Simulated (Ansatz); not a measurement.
# Ti (Fm-3m): equation of state with a fit

Where is the equilibrium volume of Ti (Fm-3m), and how stiff is it? A script is to give an equation of state with a fit; the system is Ti (Fm-3m).

This is Ti in the fcc structure; at room conditions it is hcp.

Computed with the Python package of Ansatz 0.2.0. Level of theory: DFT LDA, plane waves, PAW.

## (1) The structure

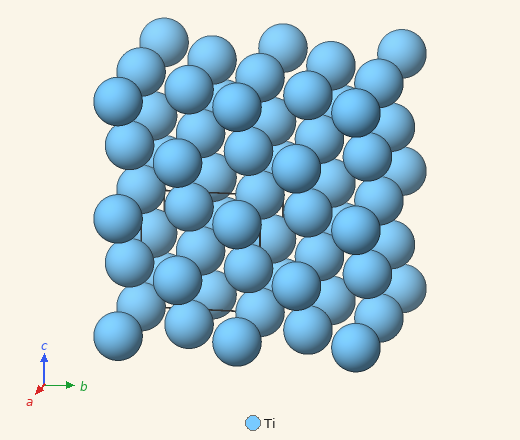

The structure that the script starts from, seen slightly off an axis (titanium blue). 2×2×2 cells are drawn. The cell is the conventional one. Atoms on cell faces are repeated.

The script holds or builds the structure itself.

## (2) The script

Input file run_eos.py:

```python
import warnings

import ansatz as az
from ase.eos import EquationOfState
from ase.units import GPa
import numpy as np

VECTORS = np.array([
    [0.0, 2.03, 2.03],
    [2.03, 0.0, 2.03],
    [2.03, 2.03, 0.0],
])
SITES = [
    ('Ti', [0.0, 0.0, 0.0]),
]


def make_crystal(cell):
    crystal = az.Crystal(lattice=az.Lattice.of(cell))
    for symbol, position in SITES:
        crystal = crystal.atom(symbol, position)
    return crystal

warnings.simplefilter('ignore', az.DeckWarning)

volumes, energies = [], []
for scale in np.linspace(0.94, 1.06, 7):
    cell = VECTORS * scale ** (1 / 3)
    job = (
        make_crystal(cell).calculation()
        .functional(az.Functional.LDA)
        .accuracy('medium')
        .occupations('fermi_dirac', width=0.02)
        .scf(max_iterations=150)
        .basis(420, density_ratio=4)
        .kpoints(10, 10, 10)
    )
    summary = job.run(threads=1, backend='cpu').report
    volumes.append(abs(np.linalg.det(cell)) / len(SITES))
    energies.append(summary['free_energy_ev'] / len(SITES))
    print(f'V = {volumes[-1]:8.4f} A^3/atom  F = {energies[-1]:.5f} eV/atom')

eos = EquationOfState(volumes, energies, eos='sj')
v0, e0, bulk = eos.fit()
print(f'V0 = {v0:.4f} A^3/atom, E0 = {e0:.5f} eV/atom, B = {bulk / GPa:.1f} GPa')
```

## (3) The calls as engine input

The package turns the script's settings into the engine's input (first run):

```yaml
crystal:
  lattice:
    - [0.0, 1.9885598006925898, 1.9885598006925898]
    - [1.9885598006925898, 0.0, 1.9885598006925898]
    - [1.9885598006925898, 1.9885598006925898, 0.0]
  atoms:
    - { symbol: Ti, position: [0.0, 0.0, 0.0] }
accuracy: medium
basis:
  ecutwfc: 420.0
  ecutrho_ratio: 4
kpoints:
  mp_grid:
    grid: [10, 10, 10]
hamiltonian:
  xc: lda
scf:
  max_iter: 150
  occupations:
    method: fermi_dirac
    width: 0.02
```

## (4) Launch

Launch:

```console
python run_eos.py
```

Log:

```text
V =  15.7270 A^3/atom  F = -2450.25195 eV/atom
V =  16.0616 A^3/atom  F = -2450.25404 eV/atom
V =  16.3962 A^3/atom  F = -2450.25067 eV/atom
V =  16.7309 A^3/atom  F = -2450.24234 eV/atom
V =  17.0655 A^3/atom  F = -2450.22951 eV/atom
V =  17.4001 A^3/atom  F = -2450.21260 eV/atom
V =  17.7347 A^3/atom  F = -2450.19198 eV/atom
V0 = 16.0171 A^3/atom, E0 = -2450.25409 eV/atom, B = 126.7 GPa
```

Wall time 3.6 s (1 thread of Arm Neoverse V2, shared host); peak memory 0.32 GiB.

## (5) Inputs of later runs

The engine's inputs for some of the other runs:

Run 4, against run 1:

```diff
@@ -3,3 +3,3 @@
-    - [0.0, 1.9885598006925898, 1.9885598006925898]
-    - [1.9885598006925898, 0.0, 1.9885598006925898]
-    - [1.9885598006925898, 1.9885598006925898, 0.0]
+    - [0.0, 2.03, 2.03]
+    - [2.03, 0.0, 2.03]
+    - [2.03, 2.03, 0.0]
```

Run 6, against run 1:

```diff
@@ -3,3 +3,3 @@
-    - [0.0, 1.9885598006925898, 1.9885598006925898]
-    - [1.9885598006925898, 0.0, 1.9885598006925898]
-    - [1.9885598006925898, 1.9885598006925898, 0.0]
+    - [0.0, 2.0567135897549598, 2.0567135897549598]
+    - [2.0567135897549598, 0.0, 2.0567135897549598]
+    - [2.0567135897549598, 2.0567135897549598, 0.0]
```

Run 7, against run 1:

```diff
@@ -3,3 +3,3 @@
-    - [0.0, 1.9885598006925898, 1.9885598006925898]
-    - [1.9885598006925898, 0.0, 1.9885598006925898]
-    - [1.9885598006925898, 1.9885598006925898, 0.0]
+    - [0.0, 2.069814029517099, 2.069814029517099]
+    - [2.069814029517099, 0.0, 2.069814029517099]
+    - [2.069814029517099, 2.069814029517099, 0.0]
```

Lines on the test bed's own set-up are left out of the output.

## (6) Run by run

From the records of these 7 runs:

```csv
run,volume (Å³/atom),energy from run 2 (meV/atom),SCF cycles,CPU time (s)
1,15.727,2.08,6,0.39
2,16.062,0.00,6,0.33
3,16.396,3.36,6,0.33
4,16.731,11.70,6,0.33
5,17.065,24.52,6,0.36
6,17.400,41.44,6,0.37
7,17.735,62.06,6,0.37
```

Energies are free energies F = E - TS of the smeared occupations. 

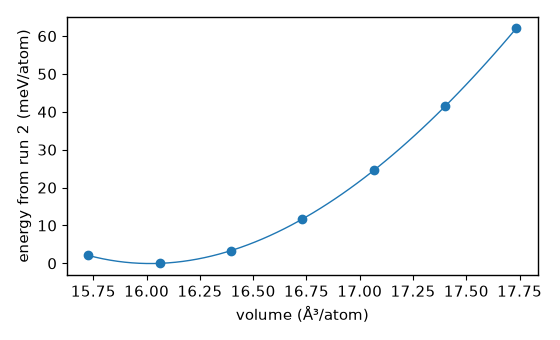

Energy against volume; the line is a third-order Birch-Murnaghan fit.

## (7) Outcome

| quantity | value |
| --- | --- |
| runs compared | 7 |
| range of energy | 62.06 meV/atom |
| lowest point, volume (Å³/atom) | 16.062 |
| equilibrium volume (fit) | 16.02 Å³/atom |
| bulk modulus (fit) | 127 GPa |

A third-order Birch-Murnaghan fit through the 7 points (the script's own form differs a little) has its minimum at 16.02 Å³ an atom, 4.3 % below the typed cell, with a bulk modulus of 127 GPa and dB/dP = 3.6. From that minimum the energy rises by 2.1 meV an atom on the compressed side and 62.1 meV on the expanded side. The window is off centre, so dB/dP is rough. Spin is left out of this run. The mesh is modest for a metal, so energies can be off by several to tens of meV an atom and pressures by half a GPa or more; differences at equal mesh fare better. This isn't the structure that Ti takes at ambient conditions.
